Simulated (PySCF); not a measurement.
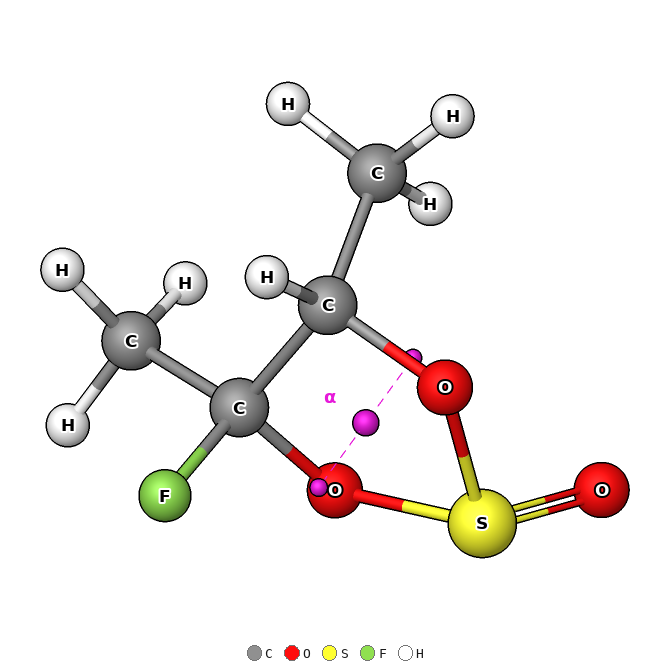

The small points mark where nucleus-independent chemical shifts (NICS) were computed: at the centre of each lettered ring and 1 Å above and below it. The computed structure is the end point of a GFN2-xTB optimisation. No frequency run is at hand to confirm it as a minimum. Properties computed with GIAO PBE0/pcSseg-1 NMR shielding, non-relativistic, gas phase (PySCF 2.14.0).

Give NICS(0), NICS(1) and the out-of-plane component NICS(1)zz for each ring (means of the two sides).

```tsv
ring	members	NICS(0)	NICS(1)	NICS(1)zz
α	C2O2S	−8.6	−3.4	−6.4
```

Values in ppm.

What do the values say about the ring currents?

Answer. Ring α: weak, as in a non-aromatic ring. NICS is one index among several.
